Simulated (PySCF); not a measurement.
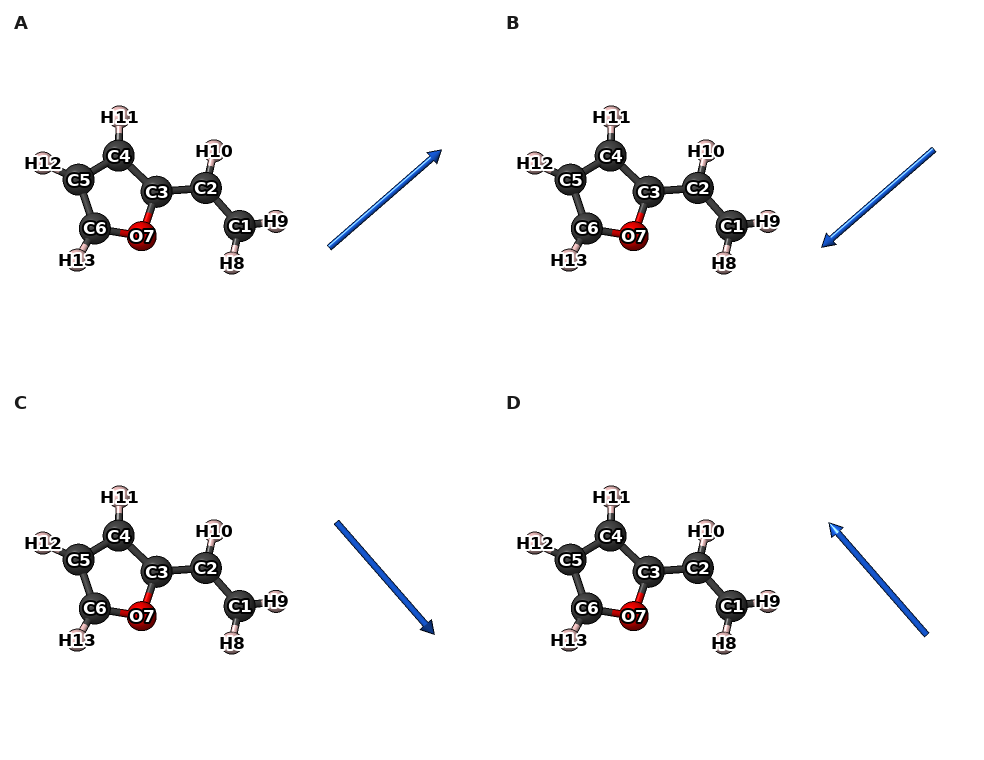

The same molecule four times, each with an arrow. The computed structure is the end point of a GFN2-xTB optimisation. No frequency run is at hand to confirm it as a minimum. Properties computed with CAM-B3LYP/def2-SVPD, gas phase (PySCF 2.14.0).

Question: Which arrow points along the dipole moment, from the negative to the positive end?

Answer: D. The dipole moment is 0.80 D; it points from the side of H8, H9 to the side of H12 (the outermost atoms at the two ends).
